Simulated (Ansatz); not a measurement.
# AlFH3PSi: up Jacob's ladder to CCSD(T)

Aim: compute AlFH3PSi with functionals from several rungs and with coupled cluster, and see how far each lands from CCSD(T) at the basis-set limit for the atomisation energy.

Method: functionals in def2-TZVPP, the program's frozen cores in correlated methods; program: Ansatz 0.2.0, Gaussian basis.

Levels to be run: LDA (SPW92), PBE-D4, revPBE-D4, BLYP-D4, r2SCAN-D4, B97M-V, PBE0-D4, B3LYP-D4, r2SCANh-D4, r2SCAN0-D4, HSE06-D4, BHLYP-D4, CAM-B3LYP-D4, LC-ωPBE, ωB97X-V, ωB97M-V, B2PLYP, PBE-QIDH; CCSD(T)/def2-SVP; CCSD(T)/def2-TZVPP; MP2/def2-QZVPP; extrapolation to the limit; RPA on PBE.

## (1) The geometry

The geometry comes from an earlier relaxation with PBE0-D4 in a triple-zeta def2 set; it is a stationary point, not always the lowest conformer.

SMILES `[F][Al]1[SiH2][PH]1`, 7 atoms, charge 0, spin multiplicity 1.

Atoms are counted from 1 here; the program's logs count them from 0.

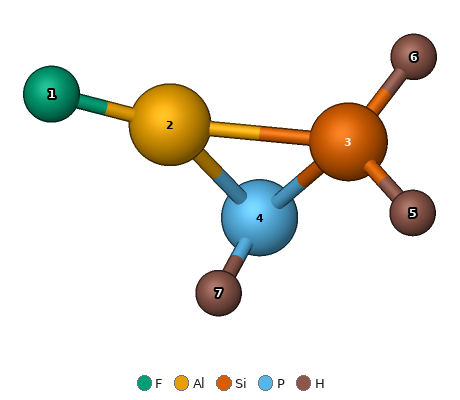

The geometry (fluorine teal, aluminium amber, silicon orange, phosphorus blue, hydrogen brown); atoms are numbered from 1 in the order of the file.

## (2) LDA

This LDA is Slater exchange with PW92 correlation.

Input file in.yaml:

```yaml
crystal:
  periodic: [false, false, false]
  atoms:
    - {symbol: F, position_ang: [-0.519512, -2.899859, 0.491723]}
    - {symbol: Al, position_ang: [-0.387475, -1.278530, 0.271231]}
    - {symbol: Si, position_ang: [0.546990, 0.834394, 0.521844]}
    - {symbol: P, position_ang: [-1.163515, 0.420995, -1.055600]}
    - {symbol: H, position_ang: [1.799262, 1.436278, -0.006339]}
    - {symbol: H, position_ang: [-0.030945, 1.703030, 1.580695]}
    - {symbol: H, position_ang: [-0.183607, -0.284307, -1.849155]}
basis:
  gaussian: {orbitals: def2-TZVPP}
hamiltonian: {xc: lda}
output: {orbitals: {seedname: orbitals}}
```

Launch:

```console
$ ansatz run in.yaml --threads 2 --pin off --events-out ev --progress --plain --max-ram 4352MiB
```

Further steps of the session: PBE-D4 (GGA); revPBE-D4 (GGA); BLYP-D4 (GGA); r2SCAN-D4 (meta-GGA); B97M-V (meta-GGA); B3LYP-D4 (hybrid); r2SCANh-D4 (hybrid); r2SCAN0-D4 (hybrid); HSE06-D4 (hybrid); BHLYP-D4 (hybrid); CAM-B3LYP-D4 (range-separated); LC-ωPBE (range-separated); ωB97X-V (range-separated); ωB97M-V (range-separated); B2PLYP (double hybrid); PBE-QIDH (double hybrid); CCSD(T) in def2-SVP; CCSD(T) in def2-TZVPP; MP2 in def2-QZVPP; RPA on PBE orbitals.

Q: Predict the results of all the runs planned. Wanted: atomisation energy, CCSD(T)/CBS; farthest beyond LDA; mean size of error, GGA; mean size of error, meta-GGA; mean size of error, hybrid; mean size of error, range-separated; mean size of error, double hybrid; gap, smallest and largest; T1 diagnostic.

**Answer**, as computed:

| quantity | value |
| --- | --- |
| atomisation energy, CCSD(T)/CBS | 496.6 kcal/mol |
| functionals within 2.5 kcal/mol (0.5 %) | r2SCANh-D4, ωB97M-V |
| farthest beyond LDA | BHLYP-D4 (-18.4 kcal/mol) |
| mean size of error, GGA | 5.9 kcal/mol |
| mean size of error, meta-GGA | 6.8 kcal/mol |
| mean size of error, hybrid | 7.2 kcal/mol |
| mean size of error, range-separated | 4.4 kcal/mol |
| mean size of error, double hybrid | 9.7 kcal/mol |
| gap, smallest and largest | 2.73 eV (LDA (SPW92)), 8.95 eV (LC-ωPBE) |
| T1 diagnostic | 0.0156 |
| triples share of the correlation energy | 4.0 % |

**Reading.** The LDA atomisation energy is off by 69.1 kcal/mol (14 %): it overbinds. PBE-D4 is off by +3.6 kcal/mol. Double hybrids carry the basis error of their MP2 part in triple zeta, and no dispersion term here, so their miss is partly the set-up's. By mean error the best rung here is range-separated (4.4 kcal/mol) and the worst beyond LDA is double hybrid (9.7 kcal/mol). The gap between the best rungs is small, so their order is not settled. The reference freezes the cores and leaves out relativity and excitations past (T), so misses under about 2.5 kcal/mol can't be ranked. Hartree-Fock recovers 69 % of the binding; the rest is correlation. CCSD(T) in def2-SVP is off by -48.6 kcal/mol, so the small basis spoils what the method gains. The gap grows from 2.7 to 9.0 eV across the functionals, mostly with the share of exact exchange.
